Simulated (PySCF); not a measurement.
**FH3O3Si, SMILES `O[Si](O)(O)F`: what the electrons do**

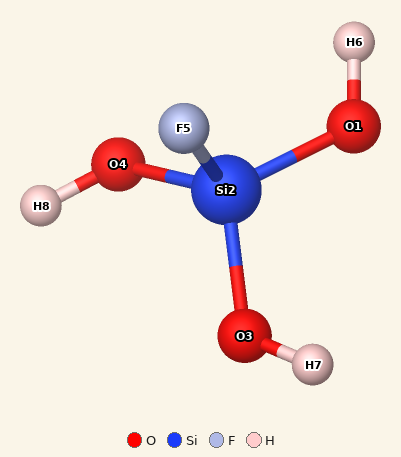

The molecule, with its atoms numbered as below. No frequency check shows the geometry to be a minimum.

Cartesian coordinates (Å):

```
O1      -1.3093    0.8290    0.4715
Si2     -0.0047   -0.0000    0.0299
O3      -0.1002   -1.5277    0.5225
O4       1.3344    0.6987    0.5830
F5       0.0806    0.0000   -1.5831
H6      -1.3348    1.7733    0.3486
H7      -0.8968   -2.0264    0.3671
H8       2.1720    0.2531    0.4966
```

## 1. Bonding charge

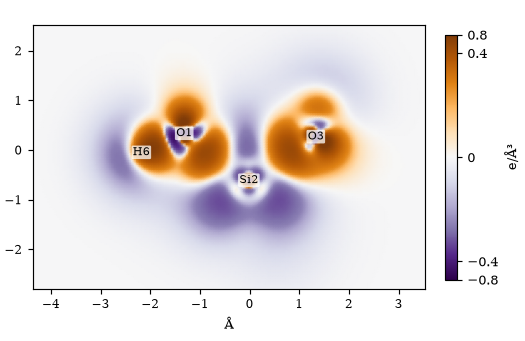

Deformation density (molecule less spherical, spin-averaged free atoms) in the plane of O1, Si2, O3 and H6; colour scale in e/Å³, logarithmic beyond ±0.1; orange: gain, purple: loss.

Computed with PySCF, ωB97X/def2-TZVP, geometry: GFN2-xTB.

> How much density has each bond in this plane gained at its critical point, relative to the free atoms?

O1–H6: +0.83 e/Å³ at the bond critical point (bond length 0.95 Å, Mayer order 0.9). O1–Si2 and Si2–O3: +0.16 e/Å³ at the bond critical point (bond length 1.61 Å, Mayer order 1.2). In all, 2.0 electrons gather in the regions of gain relative to the promolecule.

## 2. Bond critical points

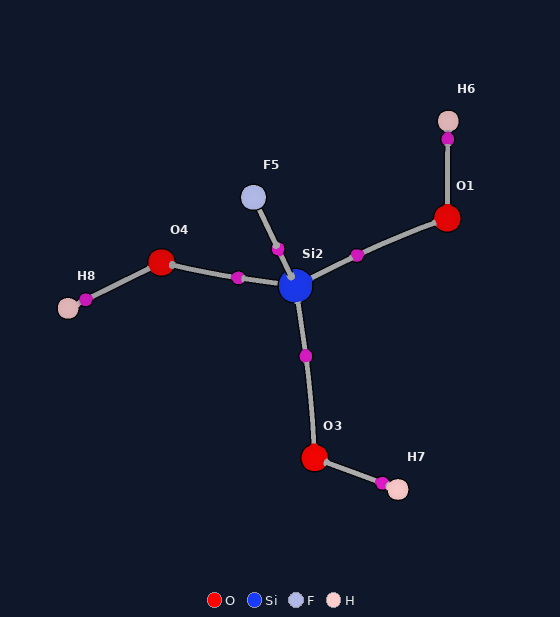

Molecular graph of the electron density (QTAIM): bond paths, bond critical points (magenta), ring points (cyan, if any); weak paths are dashed.

> How many critical points of each kind are there, and does the count close?

8 nuclei, 7 bond, 0 ring and 0 cage critical points: 8 − 7 + 0 − 0 = 1, as the Poincaré–Hopf relation requires.

> Give the properties at the bond critical points.

```json
{"bond": "O3–H7 (3 alike)", "length (Å)": "0.953", "ρ (a.u.)": "0.363", "∇²ρ (a.u.)": "−2.53", "ε": "0.00", "H (a.u.)": "−0.703"}
{"bond": "O1–Si2 (3 alike)", "length (Å)": "1.608", "ρ (a.u.)": "0.154", "∇²ρ (a.u.)": "+0.95", "ε": "0.08", "H (a.u.)": "−0.060"}
{"bond": "Si2–F5", "length (Å)": "1.615", "ρ (a.u.)": "0.134", "∇²ρ (a.u.)": "+0.92", "ε": "0.00", "H (a.u.)": "−0.041"}
```

> What kind of interaction is O1–Si2?

Polar or intermediate (positive Laplacian, negative energy density H): ρ = 0.154, ∇²ρ = +0.95, H = −0.060 a.u.

## 3. Electrostatic potential

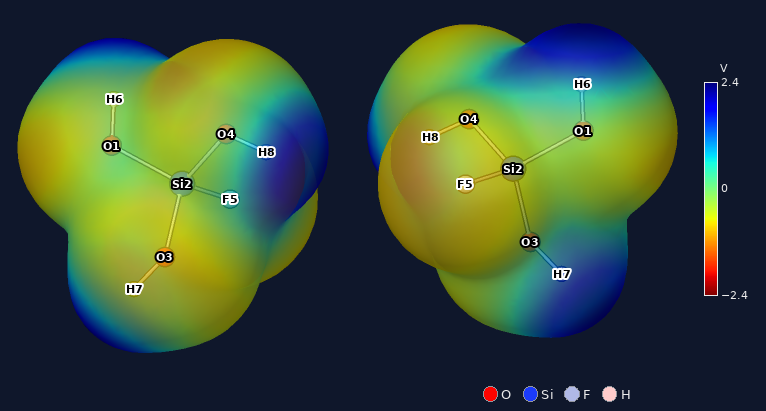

Electrostatic potential on the surface of electron density 0.001 a.u. (back view left, front view right).

> Where are the extremes of the potential on the surface?

Highest: 2.32 V, 1.2 Å from H6, and at like points elsewhere. Further maxima include 0.10 V, off the Si2–O3 bond (2.1 to 2.2 Å from its atoms). Lowest: −1.00 V, 1.6 Å from F5. The surface is sampled at points, so like sites can differ by a few per cent and only the strongest of them is named.

## 4. In an electric field

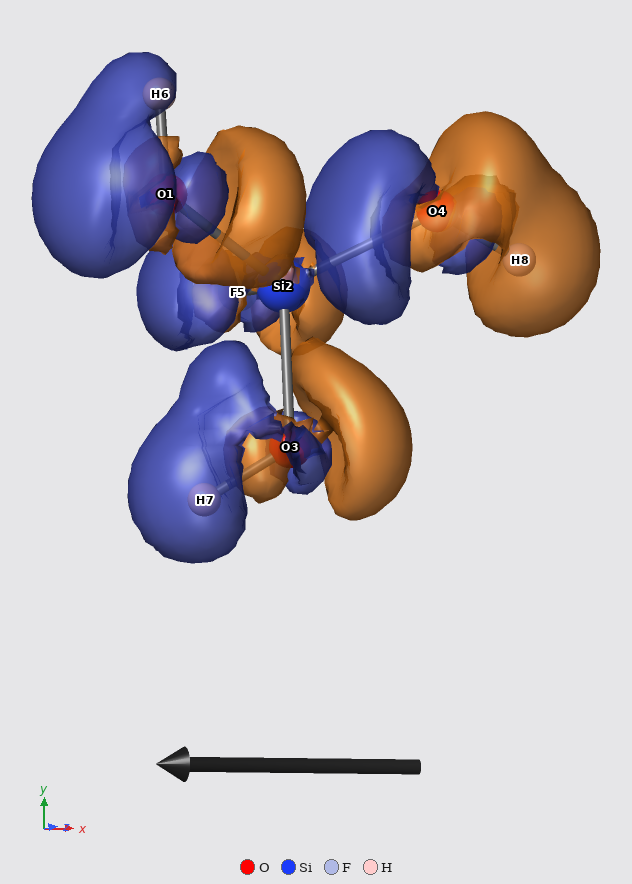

Change of the electron density in a uniform field of 0.21 V/Å along −x (arrow), surfaces at ±0.0015 e/Å³ (orange: gain, blue: loss).

Computed with PySCF, ωB97X/def2-TZVP, geometry: GFN2-xTB. A basis without diffuse functions makes polarisabilities too small.

The field was applied in both directions; the picture shows the one opposite to the script's first.

> How large is the response?

The induced dipole is 0.32 D (along the field); α along this axis, from the fields in both directions, is 32 bohr³ (4.7 Å³).
